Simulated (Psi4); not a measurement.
# GaF (SMILES [F][Ga]) at DLPNO-MP2/LANL2DZ (density fitting, core potential, density fitting for correlation, Cartesian functions, pno convergence loose)

What is the energy change on altering one bond length of GaF at DLPNO-MP2/LANL2DZ (density fitting, core potential, density fitting for correlation, Cartesian functions, pno convergence loose)? 

Program for the calculation: Psi4 1.11.

2 further runs of the same task are left out: 2 for a known fault of the program.

## (1) The system as given

GaF has 2 atoms, charge 0, and is taken as a singlet. SMILES: `[F][Ga]`. The shape comes from GFN2-xTB, which is rough for such elements, and wasn't checked as a minimum.

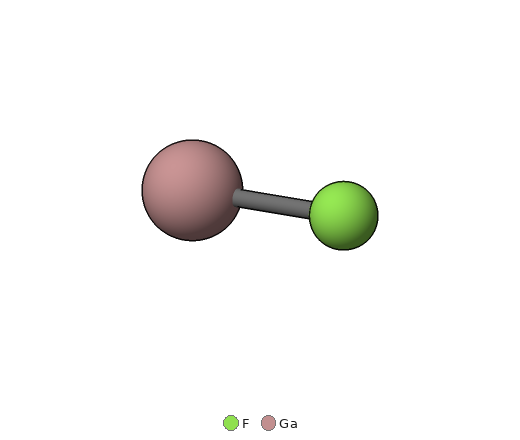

Viewed from a chosen angle; fluorine green, gallium pink.

## (2) A single-point energy at DLPNO-MP2/LANL2DZ (density fitting, core potential, density fitting for correlation, Cartesian functions, pno convergence loose)

job.json reads:

```json
{
 "schema_name": "qcschema_input",
 "schema_version": 1,
 "molecule": {
  "schema_name": "qcschema_molecule",
  "schema_version": 2,
  "symbols": ["F", "Ga"],
  "geometry": [0.0, 0.0, 0.0, 0.0, 0.0, 3.39990076],
  "molecular_charge": 0,
  "molecular_multiplicity": 1,
  "fix_symmetry": "c1",
  "fix_com": true,
  "fix_orientation": true
 },
 "driver": "energy",
 "model": {
  "method": "dlpno-mp2",
  "basis": "LANL2DZ"
 },
 "keywords": {
  "scf_type": "df",
  "num_frozen_docc": 0,
  "pno_convergence": "loose"
 }
}
```

The run is started by

```
psi4 --qcschema job.json -n 1 --memory 1600MB
```

stdout:

```text
[...]
    !!!  WARNING: ECP capability is in beta. Please check occupations closely.  !!!
[...]
  Running in c1 symmetry.
[...]
  Nuclear repulsion =    7.941408266281278
[...]
  Multiplicity = 1
[...]
  Nalpha       = 6
  Nbeta        = 6
[...]
    Number of basis functions: 17
[...]
   @DF-RHF iter   1:  -101.40800747805068   -5.71818e-01   2.36781e-02 ADIIS/DIIS
[...]
    Orbital Energies [Eh]
    ---------------------
    Doubly Occupied:
       1A    -26.201664     2A     -1.476700     3A     -0.616547
       4A     -0.561220     5A     -0.561220     6A     -0.369673
[...]
  @DF-RHF Final Energy:  -101.48464822482697
   => Energetics <=
    Nuclear Repulsion Energy =              7.9414082662812779
    One-Electron Energy =                -159.2780622250677425
    Two-Electron Energy =                  49.8520057339595013
    Total Energy =                       -101.4846482248269552
[...]
 Multipole Moments:
 ------------------------------------------------------------------------------------
     Multipole            Electronic (a.u.)      Nuclear  (a.u.)        Total (a.u.)
 ------------------------------------------------------------------------------------
 L = 1.  Multiply by 2.5417464519 to convert [e a0] to [Debye]
 Dipole X            :         -0.0000000            0.0000000           -0.0000000
 Dipole Y            :         -0.0000000            0.0000000           -0.0000000
 Dipole Z            :         -9.0251833           10.1997023            1.1745190
 Magnitude           :                                                    1.1745190
[...]
  @LMP2 iter   7:  -0.150470603235 -1.100e-09  8.991e-07
[...]
```

The result, in JSON:

```text
{
 "driver": "energy",
 "model": {
  "method": "dlpno-mp2",
  "basis": "LANL2DZ"
 },
 "success": true,
 "return_result": -101.63512664506071,
 "properties": {
  "calcinfo_nbasis": 17,
  "calcinfo_nmo": 17,
  "calcinfo_nalpha": 6,
  "calcinfo_nbeta": 6,
  "calcinfo_natom": 2,
  "nuclear_repulsion_energy": 7.941408266281278,
  "return_energy": -101.63512664506071,
  "scf_one_electron_energy": -159.27806222506774,
  "scf_two_electron_energy": 49.8520057339595,
  "scf_dipole_moment": [-1.1814298995425516e-09, -1.8261267508137186e-08, 1.174518984647106],
  "scf_total_energy": -101.48464822482697,
  "scf_iterations": 9,
  "mp2_same_spin_correlation_energy": -0.03817341788883204,
  "mp2_opposite_spin_correlation_energy": -0.11230603616004159,
  "mp2_singles_energy": 0.0,
  "mp2_doubles_energy": -0.15047842023374067,
  "mp2_correlation_energy": -0.15047842023374067,
  "mp2_total_energy": -101.63512664506071
 }
}
```

Run time: 3.6 s. Hardware: 1 thread of Intel Xeon Platinum 8259CL at 2.50GHz (Skylake/Cascade Lake), shared host; peak memory 0.2 GiB.

## (3) The distorted shape at the same level

input.in reads:

```
memory 1600 MB

molecule molecule1 {
  0 1
  F     -0.012396     0.017079    -0.102805
  Ga     0.047170    -0.074737     1.816822
  units angstrom
  symmetry c1
  no_reorient
  no_com
}

set {
  basis LANL2DZ
  reference rhf
  scf_type df
  num_frozen_docc 0
  pno_convergence loose
}

e, wfn = energy('dlpno-mp2', return_wfn=True)
```

The run is started by

```
psi4 input.in input.out -n 1
```

input.out:

```text
[...]
    !!!  WARNING: ECP capability is in beta. Please check occupations closely.  !!!
[...]
  Running in c1 symmetry.
[...]
  Nuclear repulsion =    7.430932857284069
[...]
  Multiplicity = 1
[...]
  Nalpha       = 6
  Nbeta        = 6
[...]
    Number of basis functions: 17
[...]
   @DF-RHF iter   1:  -101.38460754045600   -6.13368e-01   2.58522e-02 ADIIS/DIIS
[...]
    Orbital Energies [Eh]
    ---------------------
    Doubly Occupied:
       1A    -26.181355     2A     -1.442861     3A     -0.585154
       4A     -0.533862     5A     -0.533862     6A     -0.379759
[...]
  @DF-RHF Final Energy:  -101.47767924346562
   => Energetics <=
    Nuclear Repulsion Energy =              7.4309328572840689
    One-Electron Energy =                -158.5035206692452903
    Two-Electron Energy =                  49.5949085684956188
    Total Energy =                       -101.4776792434656159
[...]
 Multipole Moments:
 ------------------------------------------------------------------------------------
     Multipole            Electronic (a.u.)      Nuclear  (a.u.)        Total (a.u.)
 ------------------------------------------------------------------------------------
 L = 1.  Multiply by 2.5417464519 to convert [e a0] to [Debye]
 Dipole X            :         -0.0109843            0.0565897            0.0456054
 Dipole Y            :          0.0629287           -0.1332257           -0.0702969
 Dipole Z            :         -7.0817072            8.5514283            1.4697211
 Magnitude           :                                                    1.4721079
[...]
  @LMP2 iter   8:  -0.152703811392 -1.971e-10  1.774e-07
[...]
```

It took 3.3 s on 1 thread of Intel Xeon Platinum 8259CL at 2.50GHz (Skylake/Cascade Lake), shared host; peak memory 0.2 GiB.

## (4) Summary of results

Level: DLPNO-MP2/LANL2DZ (density fitting, core potential, density fitting for correlation, Cartesian functions, pno convergence loose).

| quantity | value |
| --- | --- |
| first shape: total energy | -101.63513 Eh |
| first shape: HOMO energy (Hartree–Fock orbitals) | -10.06 eV |
| first shape: LUMO energy (Hartree–Fock orbitals) | 1.02 eV |
| first shape: HOMO–LUMO gap (Hartree–Fock orbitals) | 11.08 eV |
| first shape: correlation energy | -150.5 mEh |
| distorted shape: total energy | -101.63039 Eh |
| distorted shape: HOMO energy (Hartree–Fock orbitals) | -10.33 eV |
| distorted shape: LUMO energy (Hartree–Fock orbitals) | 0.81 eV |
| distorted shape: HOMO–LUMO gap (Hartree–Fock orbitals) | 11.14 eV |
| distorted shape: correlation energy | -152.7 mEh |
| energy change with the F1–Ga2 bond stretched from 1.799 to 1.923 Å | 0.129 eV |

What this shows: With the F1–Ga2 bond stretched from 1.799 to 1.923 Å the energy rises by 0.13 eV (12.4 kJ/mol). The first shape isn't relaxed at this level, so the change isn't measured from a minimum.
